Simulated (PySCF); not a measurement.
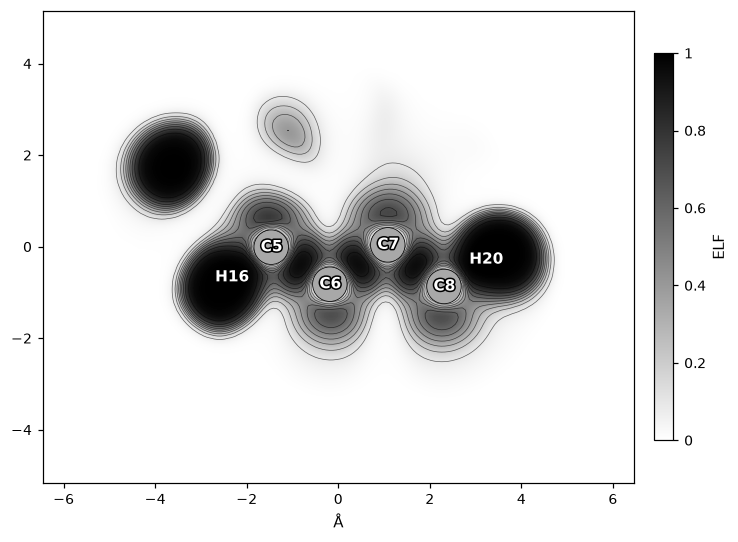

C₆H₁₆OSSi. Electron localisation function on the plane of atoms C6, C7 and C8. Grey discs cover the atomic cores.

Geometry: GFN2-xTB.

The calculation used PySCF, PBE0/pcSseg-1, SCF density, gas phase, non-relativistic.

```xyz
25

C     4.0012    0.1064    0.6754
C     2.8251    0.8688    0.1008
S     1.4405   -0.3338   -0.2235
O     1.1548   -0.9393    1.0798
C     0.1579    0.9880   -0.4884
C    -1.0791    0.4100   -1.1540
C    -1.7253   -0.7265   -0.3587
C    -2.8897   -1.3054   -1.1604
Si   -2.2934   -0.1797    1.3855
H     4.7871    0.7869    0.9971
H     3.6671   -0.4734    1.5336
H     4.4132   -0.5781   -0.0628
H     2.4589    1.6130    0.8060
H     3.0681    1.3383   -0.8504
H    -0.0717    1.4010    0.4918
H     0.6123    1.7490   -1.1216
H    -1.8105    1.2122   -1.2975
H    -0.8003    0.0425   -2.1479
H    -0.9761   -1.5154   -0.2425
H    -3.3254   -2.1577   -0.6450
H    -2.5572   -1.6378   -2.1439
H    -3.6695   -0.5590   -1.3024
H    -1.1894   -0.1320    2.3349
H    -3.3190   -1.1132    1.8554
H    -2.8907    1.1594    1.2602
```

> What do the fields say about this system?

Atoms in the plane: C and H.
C–C (1.52 Å): the ELF peaks at about 0.95 between the atoms, as expected for localised, covalent bonding.
C–H (1.09 Å): the ELF climbs to about 1 towards the hydrogen, as it does in any bond to H: an ordinary covalent bond to hydrogen.
